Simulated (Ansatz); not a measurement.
Fields on a plane of Na (bcc, W type)

```yaml
crystal:
  lattice:
    - [-2.09840, 2.09840, 2.09840]
    - [2.09840, -2.09840, 2.09840]
    - [2.09840, 2.09840, -2.09840]
  atoms:
    - { symbol: Na, position: [0.00000, 0.00000, 0.00000] }
```

The slice is a {211} plane (indices of the conventional cell) through the point (0.000, 0.000, 0.000) (fractional), spanned by u = [111] and v = [1 0 -1] in vectors of this cell: u (3.63 Å) and v (5.94 Å, at 90° to u). It covers one period; positions are fractions (u, v).

Atoms on it: Na at (0.00, 0.00).

Computed with PBE (plane waves to 420 eV, PAW, scalar-relativistic; Ansatz, a first-principles code). k mesh 16×16×16. Inside the PAW spheres the values are not all-electron values, and peaks at nuclei hang on which shells count as valence. Na was relaxed with its symmetry unable to fall. The PAW data are Ansatz's earlier set.

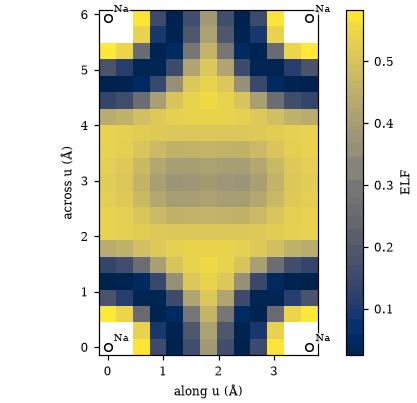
Figure. Electron localisation function (ELF), one period of the plane, atoms marked. Points within 0.5 Å of a nucleus are left white, as the pseudised field means little there.

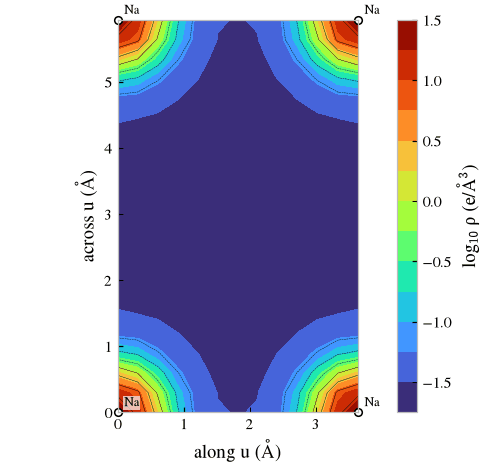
*Log₁₀ of the valence density in e/Å³, one period of the plane, atoms marked. The scale is logarithmic, as a density can span decades between atoms and voids.*
